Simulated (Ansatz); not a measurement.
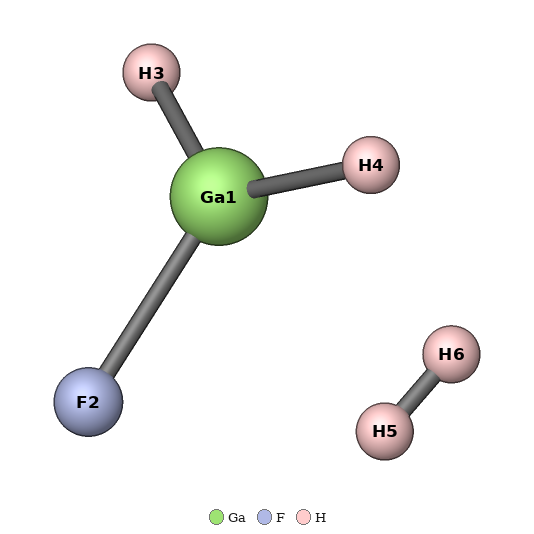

Sticks follow a distance rule. Harmonic vibrations computed with RKS PBE0-D4/def2-TZVP (Ansatz 0.2.0) at a stationary point of the same level.

> Minimum or transition state?

A minimum: no imaginary frequency, and the lowest mode lies at 126 cm⁻¹.

> List the wavenumbers.

12 modes: 126, 149, 230, 284, 519, 553, 649, 657, 734, 2021, 2028, 4333 cm⁻¹.
